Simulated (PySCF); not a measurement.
# MoO2Br: relaxation and vibrations of the doublet

Aim: relax MoO2Br as a doublet from a T-shaped (ligand arrangement 1) start, check by its vibrations whether the end is a minimum, and collect its spectrum and constants.

The runs use PySCF 2.14.0; PBE0, basis Mo def2-TZVP with ECP28, O def2-TZVP, Br def2-TZVP, scalar-relativistic core potentials, no spin–orbit coupling, density fitting.

### 1 Where the work starts

4 atoms, charge 0, spin multiplicity 2.

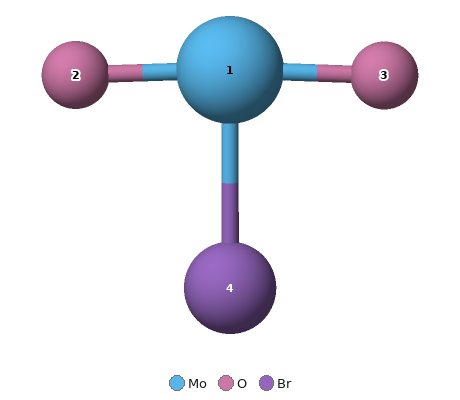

Start geometry, drawn with molybdenum blue, oxygen pink, bromine purple; atoms are numbered from 1 in the order of the file.

```xyz
4
charge 0 multiplicity 2
Mo    0.0000    0.0000    0.0000
O     1.7789    0.0000    0.0621
O    -1.7789    0.0000    0.0621
Br    0.0000    0.0000    2.5200
```

### 2 The SCF at the typed geometry

The steps below are one call of a driver around PySCF. For each, scf.py gives the equivalent set-up of the SCF; relaxations use the driver's own optimiser. After this first run the driver tries any further starts and a stability analysis.

Contents of scf.py:

```python
from pyscf import gto, scf, dft
mol = gto.M(atom='''
Mo     0.000000     0.000000     0.000000
O      1.778900     0.000000     0.062100
O     -1.778900     0.000000     0.062100
Br     0.000000     0.000000     2.520000''',
    basis={'Mo': 'def2-TZVP', 'O': 'def2-TZVP', 'Br': 'def2-TZVP'},
    ecp={'Mo': 'def2-TZVP'},
    charge=0, spin=1)
mf = dft.UKS(mol, xc='PBE0')
mf.grids.atom_grid = (50, 194)
aux = {'Mo': 'def2-universal-JKFIT', 'O': 'def2-universal-JKFIT', 'Br': 'def2-universal-JKFIT'}
mf = mf.density_fit(auxbasis=aux)
mf.conv_tol = 1e-08
mf.diis_space = 10
mf.max_cycle = 60
mf.init_guess = 'minao'
mf.verbose = 4
mf.kernel()
```

Launch:

```sh
> OMP_NUM_THREADS=4 python axn.py task.json out
```

What it wrote:

```text
init E= -2784.76935064115
[... the frontier-level lines of each cycle are left out ...]
cycle= 1 E= -2791.91478382633  delta_E= -7.15  |g|= 1.08  |ddm|= 2.93
cycle= 2 E= -2782.52447337504  delta_E= 9.39  |g|= 4.06  |ddm|= 2.77
cycle= 3 E= -2792.27851474713  delta_E= -9.75  |g|= 0.457  |ddm|= 2.62
cycle= 4 E= -2792.22795408489  delta_E= 0.0506  |g|= 0.532  |ddm|= 0.682
cycle= 5 E= -2792.37798389441  delta_E= -0.15  |g|= 0.12  |ddm|= 0.512
cycle= 6 E= -2792.38632829727  delta_E= -0.00834  |g|= 0.032  |ddm|= 0.134
cycle= 7 E= -2792.38664266525  delta_E= -0.000314  |g|= 0.0127  |ddm|= 0.0224
cycle= 8 E= -2792.38679364697  delta_E= -0.000151  |g|= 0.00348  |ddm|= 0.0159
cycle= 9 E= -2792.38683522402  delta_E= -4.16e-05  |g|= 0.00236  |ddm|= 0.00989
cycle= 10 E= -2792.38686401193  delta_E= -2.88e-05  |g|= 0.00134  |ddm|= 0.0113
cycle= 11 E= -2792.3868742226  delta_E= -1.02e-05  |g|= 0.000507  |ddm|= 0.00928
cycle= 12 E= -2792.38687514429  delta_E= -9.22e-07  |g|= 0.000343  |ddm|= 0.0021
cycle= 13 E= -2792.38687553892  delta_E= -3.95e-07  |g|= 0.000116  |ddm|= 0.00146
cycle= 14 E= -2792.38687564396  delta_E= -1.05e-07  |g|= 3.46e-05  |ddm|= 0.00106
cycle= 15 E= -2792.38687565145  delta_E= -7.49e-09  |g|= 1.75e-05  |ddm|= 0.000238
Extra cycle  E= -2792.38687565253  delta_E= -1.08e-09  |g|= 1.58e-05  |ddm|= 6.03e-05
converged SCF energy = -2792.38687565253  <S^2> = 0.77049269  2S+1 = 2.0203888
```

This step, with its further starts and checks, ran for 31 s (4 threads of Arm Neoverse V1, shared host).

The starts that the driver tried:

```csv
start,energy (Eh)
the minimal-basis guess,-2792.386876
a thermally smeared density,-2792.386876
a smeared PBE density,-2792.388305
```

This is not the lowest solution: one lies 3.8 kJ/mol lower, at -2792.38831 Eh, and the relaxation starts from that.

### 3 Relaxing the doublet from the T-shaped (ligand arrangement 1) start

The program finds C2v symmetry in the start, which this walk keeps. The walk stops when the largest gradient is under 0.0003 Eh/bohr and the energy has settled too.

scf.py: that of step 2 with these lines changed.

```diff
@@ -3,4 +3,4 @@
-Mo     0.000000     0.000000     0.000000
-O      1.778900     0.000000     0.062100
-O     -1.778900     0.000000     0.062100
-Br     0.000000     0.000000     2.520000''',
+Mo     0.000000     0.000000    -0.961914
+O      1.778900     0.000000    -0.899814
+O     -1.778900     0.000000    -0.899814
+Br     0.000000     0.000000     1.558086''',
@@ -17 +16,0 @@
-mf.init_guess = 'minao'
```

Energy and gradient, step by step:

| step | energy (Eh) | change (kJ/mol) | largest symmetric gradient (Eh/bohr) |
| --- | --- | --- | --- |
| 0 | -2792.388305 | 0.00 | 0.07657 |
| 1 | -2792.409881 | -56.65 | 0.08285 |
| 2 | -2792.454330 | -173.35 | 0.09627 |
| 3 | -2792.485199 | -254.39 | 0.10466 |
| 4 | -2792.507069 | -311.81 | 0.04692 |
| 5 | -2792.512362 | -325.71 | 0.03748 |
| 6 | -2792.514551 | -331.46 | 0.02513 |
| 7 | -2792.516643 | -336.95 | 0.00622 |
| 8 | -2792.516711 | -337.13 | 0.00048 |
| 9 | -2792.516712 | -337.13 | 0.00012 |

The walk took 49 s.

Positions (Å) and forces (eV/Å) along the way:

```
step 0
Mo   0.000   0.000  -0.962   0.000   0.000   3.938
O    1.779   0.000  -0.900  -1.640   0.000  -1.186
O   -1.779   0.000  -0.900   1.640   0.000  -1.186
Br   0.000   0.000   1.558   0.000   0.000  -1.565
step 1
Mo   0.000   0.000  -0.865   0.000   0.000   4.261
O    1.737   0.000  -0.948   0.296   0.000  -1.738
O   -1.737   0.000  -0.948  -0.296   0.000  -1.738
Br   0.000   0.000   1.558   0.000   0.000  -0.785
step 5
Mo   0.000   0.000  -0.460   0.000   0.000  -1.207
O    1.453   0.000  -1.374  -1.927   0.000   1.006
O   -1.453   0.000  -1.374   1.927   0.000   1.006
Br   0.000   0.000   2.004   0.000   0.000  -0.805
step 9
Mo   0.000   0.000  -0.442   0.000   0.000  -0.006
O    1.399   0.000  -1.366  -0.002   0.000   0.001
O   -1.399   0.000  -1.366   0.002   0.000   0.002
Br   0.000   0.000   1.972   0.000   0.000   0.003
```

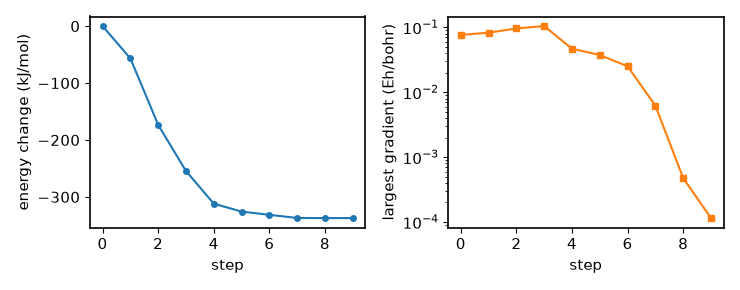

How energy and gradient fall.

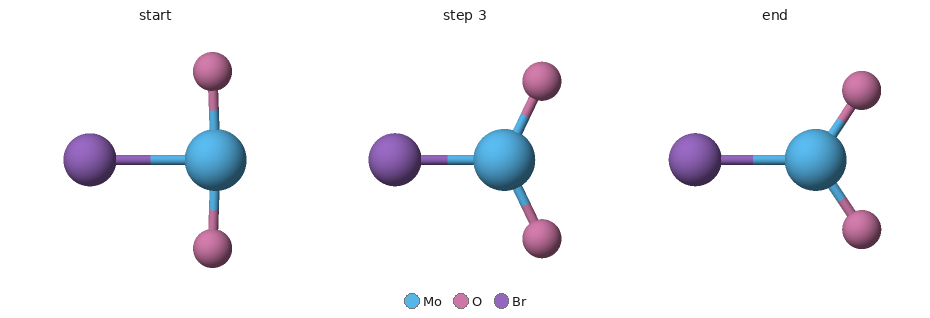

The geometry along the walk, at one scale.

It settles in C2v symmetry, 337.1 kJ/mol below the start, after 9 steps: Mo–Br 2.414 Å, Mo–O 1.677 Å (×2); Br–Mo–O 123.5° (×2), O–Mo–O 113.1°.

### 4 Vibrations and properties at this point

On the finer grid the gradient is checked again; gradients at displacements of ±0.02 bohr then give force constants and infrared intensities.

scf.py: that of step 3 with these lines changed.

```diff
@@ -3,4 +3,4 @@
-Mo     0.000000     0.000000    -0.961914
-O      1.778900     0.000000    -0.899814
-O     -1.778900     0.000000    -0.899814
-Br     0.000000     0.000000     1.558086''',
+Mo     0.000000     0.000000    -0.770445
+O      1.398639     0.000000    -1.695192
+O     -1.398639     0.000000    -1.695192
+Br    -0.000000     0.000000     1.643327''',
@@ -11 +11 @@
-mf.grids.atom_grid = (50, 194)
+mf.grids.atom_grid = (75, 302)
@@ -14 +14 @@
-mf.conv_tol = 1e-08
+mf.conv_tol = 1e-10
```

This SCF starts from the last density.

SCF at the final geometry:

```text
init E= -2792.51674187404
[... the frontier-level lines of each cycle are left out ...]
cycle= 1 E= -2792.51674187404  delta_E= -1.82e-12  |g|= 3.46e-06  |ddm|= 2.42e-06
Extra cycle  E= -2792.51674187398  delta_E= 5.46e-11  |g|= 1.23e-05  |ddm|= 6.78e-06
converged SCF energy = -2792.51674187398  <S^2> = 0.7620967  2S+1 = 2.0120603
```

The whole step took 96 s.

Geometry: C2v; Mo–Br 2.414 Å, Mo–O 1.677 Å (×2); Br–Mo–O 123.5° (×2), O–Mo–O 113.1°.

Harmonic modes (main isotopes):

```json
{"symmetry": "b1", "ω (cm⁻¹)": "84i", "IR (km/mol)": "25.9"}
{"symmetry": "b2", "ω (cm⁻¹)": "141", "IR (km/mol)": "3.5"}
{"symmetry": "a1", "ω (cm⁻¹)": "250", "IR (km/mol)": "11.2"}
{"symmetry": "a1", "ω (cm⁻¹)": "387", "IR (km/mol)": "15.9"}
{"symmetry": "b2", "ω (cm⁻¹)": "1010", "IR (km/mol)": "230"}
{"symmetry": "a1", "ω (cm⁻¹)": "1058", "IR (km/mol)": "118"}
```

With 1 mode imaginary (up to 84i cm⁻¹) this point is a saddle.

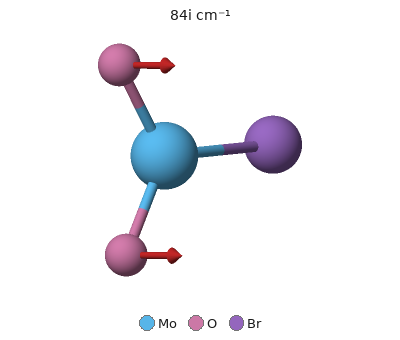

The imaginary mode, as arrows.

Properties at this point:

```
Dipole moment                                                   : 1.53 D
Highest occupied level                                          : -7.82 eV
Lowest empty level                                              : -4.17 eV
Rotational constants                                            : 0.2694, 0.04642, 0.0396 cm⁻¹
Zero-point energy (real modes)                                  : 17.0 kJ/mol
Principal polarisabilities                                      : 45.9, 57.3, 79.8 bohr³
Atomisation energy without zero-point energy                    : 1479 kJ/mol
Principal traceless quadrupole moments about the centre of mass : -4.12, -3.83, 7.95 D Å
Spin squared ⟨S²⟩                                               : 0.762
```

Populations by atom (charges in e):

```
atom  Mulliken  Löwdin  polar tensor  spin (Mulliken)  Mayer order to Mo1
 Mo1      1.42    0.46          1.80             1.09                   –
O2,3     -0.54   -0.27         -0.68            -0.02                1.97
 Br4     -0.35    0.08         -0.45            -0.05                1.01
```

Mulliken populations on Mo1 (outside its core potential): s 2.35, p 6.23, d 3.93, f 0.07.

### 5 Following the imaginary mode

The start is the last point, displaced along its most imaginary mode.

The program finds Cs symmetry in the start, which this walk keeps. The walk stops when the largest gradient is under 0.0003 Eh/bohr and the energy has settled too.

scf.py: that of step 4 with these lines changed.

```diff
@@ -3,4 +3,4 @@
-Mo     0.000000     0.000000    -0.770445
-O      1.398639     0.000000    -1.695192
-O     -1.398639     0.000000    -1.695192
-Br    -0.000000     0.000000     1.643327''',
+Mo     0.000000    -0.112980    -0.770584
+O      1.398639     0.250000    -1.695331
+O     -1.398639     0.250000    -1.695331
+Br    -0.000000     0.038824     1.643188''',
@@ -11 +11 @@
-mf.grids.atom_grid = (75, 302)
+mf.grids.atom_grid = (50, 194)
@@ -14 +14 @@
-mf.conv_tol = 1e-10
+mf.conv_tol = 1e-08
```

The optimiser's trace:

| step | energy (Eh) | change (kJ/mol) | largest symmetric gradient (Eh/bohr) |
| --- | --- | --- | --- |
| 0 | -2792.513961 | 0.00 | 0.05214 |
| 1 | -2792.517296 | -8.76 | 0.02161 |
| 2 | -2792.518094 | -10.85 | 0.00258 |
| 3 | -2792.518187 | -11.10 | 0.00395 |
| 4 | -2792.518241 | -11.24 | 0.00097 |
| 5 | -2792.518244 | -11.25 | 0.00022 |

The walk took 30 s.

Geometry (Å) and forces (eV/Å) at some steps:

```
step 0
Mo   0.000  -0.113  -0.771   0.000   1.037  -2.681
O    1.399   0.250  -1.695  -1.684  -0.529   1.450
O   -1.399   0.250  -1.695   1.684  -0.529   1.450
Br   0.000   0.039   1.643   0.000   0.021  -0.218
step 1
Mo   0.000  -0.085  -0.798   0.000  -0.574   1.111
O    1.376   0.237  -1.666   0.826   0.264  -0.544
O   -1.376   0.237  -1.666  -0.826   0.264  -0.543
Br   0.000   0.036   1.613   0.000   0.046  -0.025
step 3
Mo   0.000  -0.155  -0.803  -0.001   0.084  -0.203
O    1.381   0.262  -1.657  -0.118  -0.047   0.137
O   -1.381   0.262  -1.657   0.118  -0.047   0.137
Br   0.000   0.056   1.599   0.000   0.010  -0.071
step 5
Mo   0.000  -0.172  -0.810   0.000  -0.009   0.012
O    1.381   0.268  -1.646   0.008   0.004  -0.005
O   -1.381   0.268  -1.646  -0.008   0.004  -0.005
Br   0.000   0.062   1.583   0.000   0.002  -0.001
```

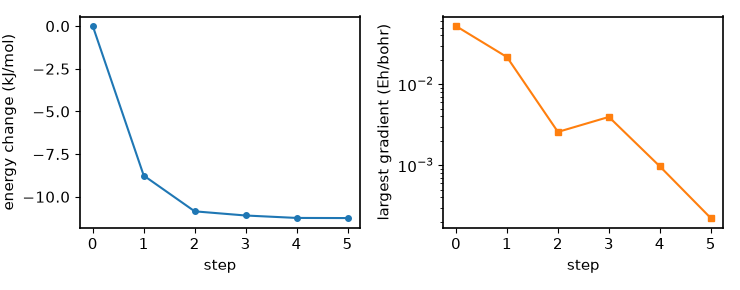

How energy and gradient fall.

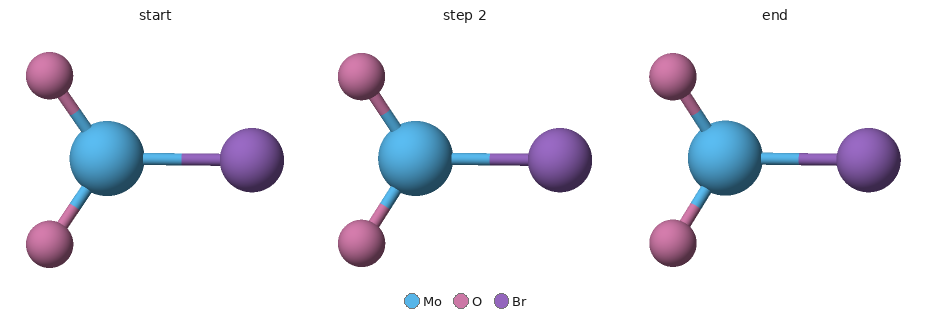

Start and end of the relaxation, with a step between.

After 5 steps and 11.2 kJ/mol it ends at Cs: Mo–Br 2.405 Å, Mo–O 1.673 Å (×2); Br–Mo–O 118.1° (×2), O–Mo–O 111.3°.

### 6 Vibrations and properties at this point

The same treatment as at the point before.

scf.py: that of step 5 with these lines changed.

```diff
@@ -3,4 +3,4 @@
-Mo     0.000000    -0.112980    -0.770584
-O      1.398639     0.250000    -1.695331
-O     -1.398639     0.250000    -1.695331
-Br    -0.000000     0.038824     1.643188''',
+Mo     0.000000    -0.156610    -0.776658
+O      1.381155     0.284062    -1.611886
+O     -1.381155     0.284062    -1.611886
+Br    -0.000000     0.078594     1.616981''',
@@ -11 +11 @@
-mf.grids.atom_grid = (50, 194)
+mf.grids.atom_grid = (75, 302)
@@ -14 +14 @@
-mf.conv_tol = 1e-08
+mf.conv_tol = 1e-10
```

SCF at the final geometry:

```text
init E= -2792.5182063127
[... the frontier-level lines of each cycle are left out ...]
cycle= 1 E= -2792.51820631162  delta_E= 1.08e-09  |g|= 5.56e-05  |ddm|= 3.95e-05
cycle= 2 E= -2792.51820629973  delta_E= 1.19e-08  |g|= 0.000184  |ddm|= 0.000115
cycle= 3 E= -2792.51820631279  delta_E= -1.31e-08  |g|= 1.15e-05  |ddm|= 8.71e-05
cycle= 4 E= -2792.51820631285  delta_E= -6.32e-11  |g|= 5.19e-07  |ddm|= 9.37e-06
Extra cycle  E= -2792.51820631286  delta_E= -3.18e-12  |g|= 4.81e-07  |ddm|= 1.44e-06
converged SCF energy = -2792.51820631286  <S^2> = 0.75852287  2S+1 = 2.0085048
```

The whole step ran for 2 min (4 threads of Arm Neoverse V1, shared host).

Geometry: Cs; Mo–Br 2.405 Å, Mo–O 1.673 Å (×2); Br–Mo–O 118.1° (×2), O–Mo–O 111.3°.

Harmonic modes (main isotopes):

```tsv
symmetry	ω (cm⁻¹)	IR (km/mol)	type
a'	117	19.7	bend
a''	150	2.2	bend
a'	266	16.6	mixed
a'	382	18.9	bend
a''	1016	225	stretch
a'	1064	114	stretch
```

No imaginary mode, so this is a minimum.

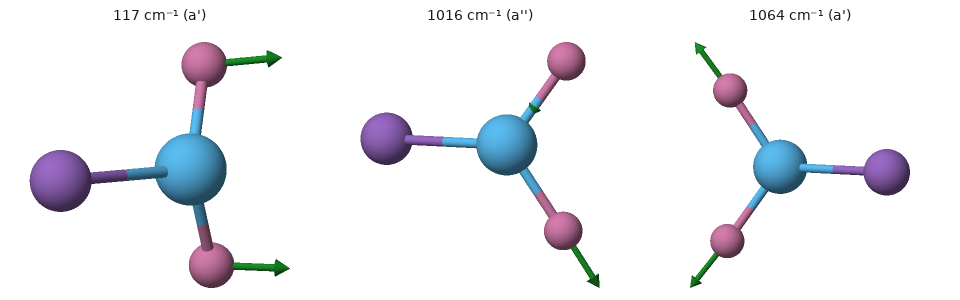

Displacements of 3 of the modes, as arrows (one member where a mode is degenerate).

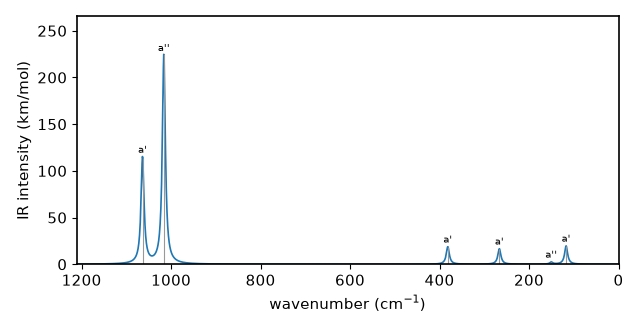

The harmonic infrared spectrum (widths in cm⁻¹). Lines are broadened to a width of 8 cm⁻¹ (Lorentzian).

Constants and moments:

```
Dipole moment                                                   : 2.13 D
Highest occupied level                                          : -7.58 eV
Lowest empty level                                              : -3.92 eV
Rotational constants                                            : 0.2541, 0.04762, 0.04115 cm⁻¹
Zero-point energy                                               : 17.9 kJ/mol
Principal polarisabilities                                      : 48.5, 57.1, 78.5 bohr³
Atomisation energy without zero-point energy                    : 1483 kJ/mol
Principal traceless quadrupole moments about the centre of mass : -4.05, -3.86, 7.92 D Å
Entropy at 298.15 K and 1 bar (electronic part: spin only)      : 332.7 J/(mol K)
Heat capacity Cp at 298.15 K                                    : 65.7 J/(mol K)
Enthalpy at 298.15 K above 0 K                                  : 15.69 kJ/mol
Rotational symmetry number                                      : 1
Spin squared ⟨S²⟩                                               : 0.759
```

Charges (e) and bond orders:

```
atom  Mulliken  Löwdin  polar tensor  spin (Mulliken)  Mayer order to Mo1
 Mo1      1.40    0.44          1.79             1.05                   –
O2,3     -0.53   -0.26         -0.68            -0.01                1.98
 Br4     -0.34    0.09         -0.44            -0.03                1.01
```

Mulliken populations on Mo1 (outside its core potential): s 2.33, p 6.27, d 3.93, f 0.07.

### 7 All stationary points

| spin | group | bonds | imaginary modes (cm⁻¹) | ΔE (kJ/mol) | with zero-point energy |
| --- | --- | --- | --- | --- | --- |
| doublet | Cs | Mo–Br 2.405 Å, Mo–O 1.673 Å (×2) | none | 0.0 | 0.0 |
| doublet | C2v | Mo–Br 2.414 Å, Mo–O 1.677 Å (×2) | 84i | 3.8 | – |

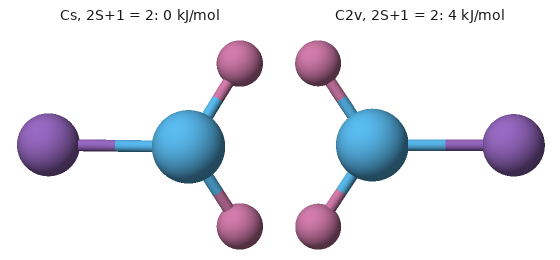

The points, lowest first (molybdenum blue, oxygen pink, bromine purple).

### 8 What came out

| quantity | value |
| --- | --- |
| minimum | doublet, Cs |
| geometry | Mo–Br 2.405 Å, Mo–O 1.673 Å (×2); Br–Mo–O 118.1° (×2), O–Mo–O 111.3° |
| wavenumbers (cm⁻¹) | 117 (a'), 150 (a''), 266 (a'), 382 (a'), 1016 (a''), 1064 (a') |
| dipole moment | 2.13 D |
| highest occupied, lowest empty level (either spin) | -7.58, -3.92 eV |
| polar-tensor charge of Mo1 | +1.79 e |
| zero-point energy | 17.9 kJ/mol |
| entropy at 298.15 K | 332.7 J/(mol K) |
| atomisation energy (no zero-point energy) | 1483 kJ/mol |
| ⟨S²⟩ | 0.759 |

**Reading.** The T-shaped (ligand arrangement 1) start (C2v) ends in a minimum of Cs symmetry, after a stop at a saddle point 3.8 kJ/mol higher, from which it was pushed off along an imaginary mode. In the infrared the band at 1016 cm⁻¹ (a'', stretch) leads. Most of the spin sits on Mo1 (Mulliken spin 1.05, against 1 for the whole molecule). The first SCF alone would have been 4 kJ/mol too high. Other starts or spin states, not run here, may lie lower. Open d and f shells are described by one determinant, and the ground state may have another occupation or spin.

The search up to here took 5.4 min.
